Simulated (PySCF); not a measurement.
**GeH2, SMILES `[GeH2]`: what the electrons do**

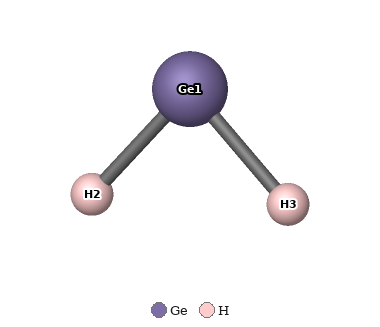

The molecule, with its atoms numbered as below. No frequency check shows the geometry to be a minimum.

Geometry (Å), atoms numbered from 1:

```
Ge1     -0.0689    0.0001    0.0000
H2       1.1016   -1.1016    0.0000
H3       1.1037    1.0996    0.0000
```

Part 1: Excited states

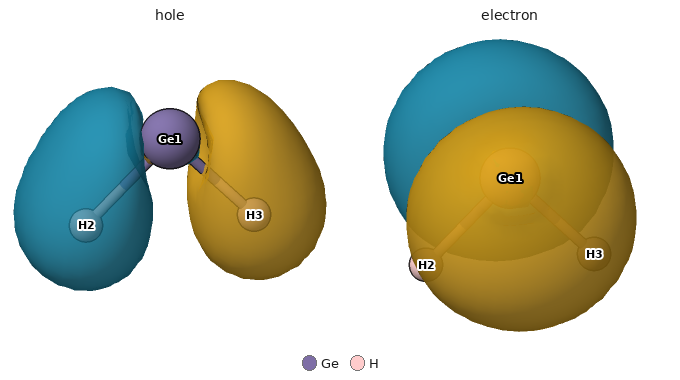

Leading natural transition orbital pair of S₂ (full linear response singlet states); the surfaces enclose about 78 % of each orbital's density.

PySCF calculation, ωB97X/aug-cc-pVDZ, gas phase; geometry: GFN2-xTB.

Give its energy and the atoms that hole and electron lie on.

Answer. 3.93 eV (315 nm), f = 0.000 (dark), partly diffuse acceptor orbital; the leading pair carries 100 %; hole on Ge1 (46 %) and H2 and H3 (27 % each), electron on Ge1 (89 %) and H2 and H3 (6 % each) (atom shares of so diffuse an orbital are rough); their centroids lie 0.7 Å apart. In canonical orbitals it is mainly HOMO−1 → LUMO (98 %). The HOMO–LUMO gap is 8.22 eV.

Part 2: In an electric field

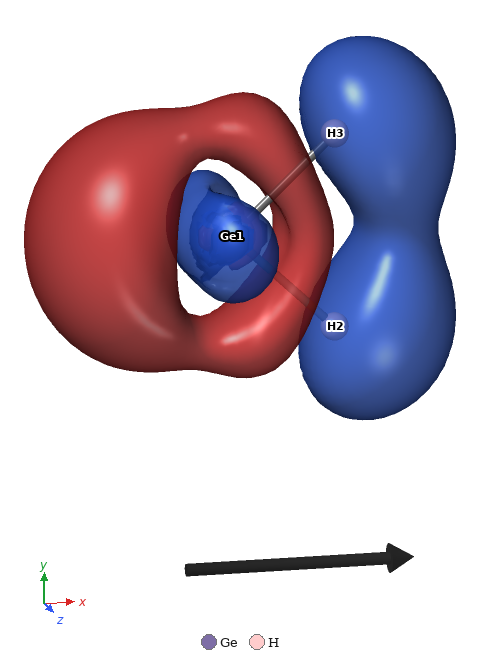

Change of the electron density in a uniform field of 0.21 V/Å along +x (arrow), surfaces at ±0.001 e/Å³ (red: gain, blue: loss).

Computed with PySCF, B3LYP/def2-SVPD, geometry: GFN2-xTB.

How large is the response?

Answer. The induced dipole is 0.43 D (along the field); α along this axis, from the fields in both directions, is 42 bohr³ (6.3 Å³).

Which atoms gain and lose the most charge?

Answer. Electrons gather most on Ge1 (Hirshfeld charge changes by −0.023 e) and leave H2 and H3 alike most (+0.011 e); 0.035 electrons are displaced in all.

Part 3: Removing or adding an electron

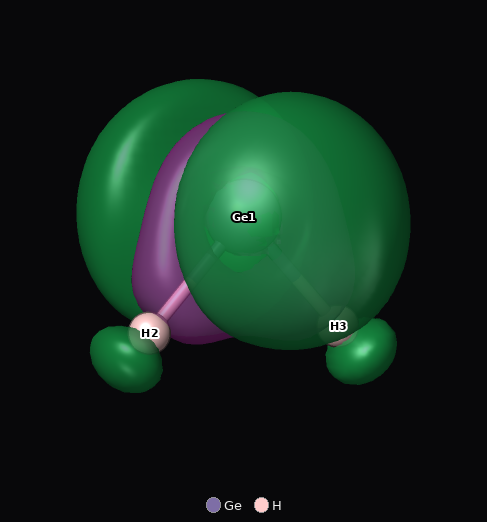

Fukui function f⁺ = ρ(N+1) − ρ(N) at fixed geometry, surfaces at ±0.02 e/Å³ (green positive, purple negative).

Level of theory: ωB97X/def2-TZVP (PySCF), at a geometry from GFN2-xTB.

Which atoms respond most to the addition of an electron?

Answer. f⁺ (Hirshfeld-condensed) is largest on Ge1 (0.79); the vertical electron affinity is 0.77 eV (the stability of the anion's solution wasn't checked; rough: the basis has no diffuse functions). Condensed values hint at sites of nucleophilic attack but needn't mark the atom that reacts. Orbital relaxation makes it negative in places (0.12 e in all).
